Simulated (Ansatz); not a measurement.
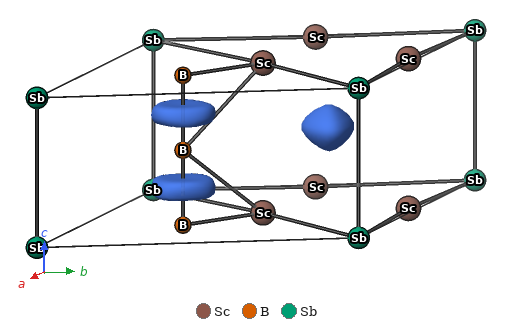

Sc3B2Sb. Isosurface of the electron localisation function at 0.8 (blue), seen slightly off an axis. Only the valence region is drawn (cores and ρ < 0.01 e/Å³ removed). Sticks mark near contacts.

Space group P-6m2; a structure generated by program, which may or may not match a known phase; spin-polarised.

Level of theory: DFT PBE, scalar-relativistic, plane waves, PAW (Ansatz 0.2.0).

Describe the localisation domains.

The ELF exceeds this value in two regions between bonded B–B atoms and one pocket between the atoms, centred on no nucleus (multi-centre or interstitial), counted in one cell of 6 atoms. Any copies at cell faces, edges or corners count once.

Values along the shortest contacts:
B–B (1.59 Å): the ELF peaks at about 0.85 between the atoms. Sc–B (2.14 Å): the ELF peaks at about 0.60 in the valence shell of B, 0.7 Å from its nucleus, and is about 0.25 at the midpoint.

What Bader charges does the calculation give?

Electrons move from Sc towards B and Sb. Bader charges: Sc +0.89, B −1.12 to −0.50 and Sb −1.05 e.
